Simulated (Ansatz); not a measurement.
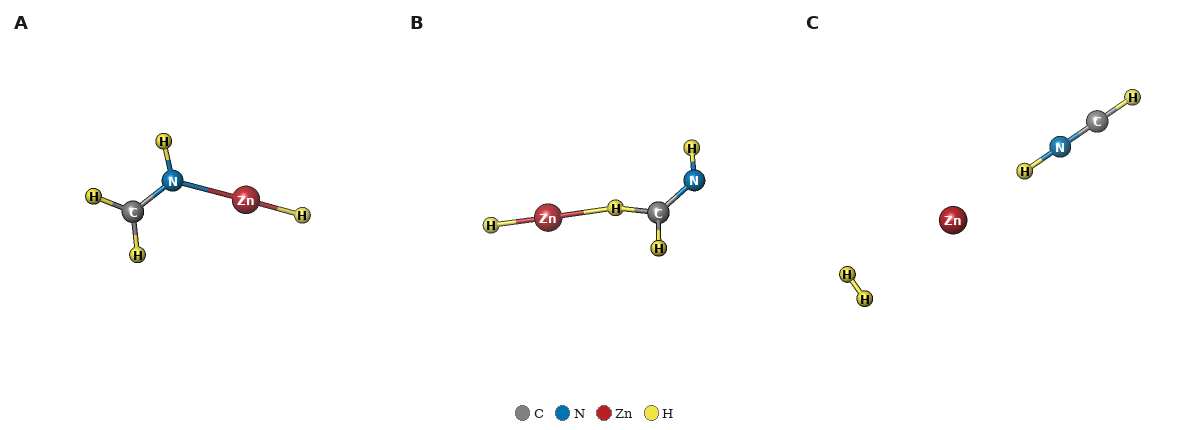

3 stationary structures of one formula. State: charge +1, singlet. Geometries: PBE0-D4/def2-TZVP. Electronic energies: B3LYP-D4/def2-TZVPP (Ansatz 0.2.0), without zero-point energy. No frequency run is at hand to confirm each as a minimum. Each is one conformer, not always the lowest.

Which structure is the most stable?

Answer. A is lowest (Cs); B lies 54.3 kcal/mol above it (Cs), C lies 57.0 kcal/mol above it.
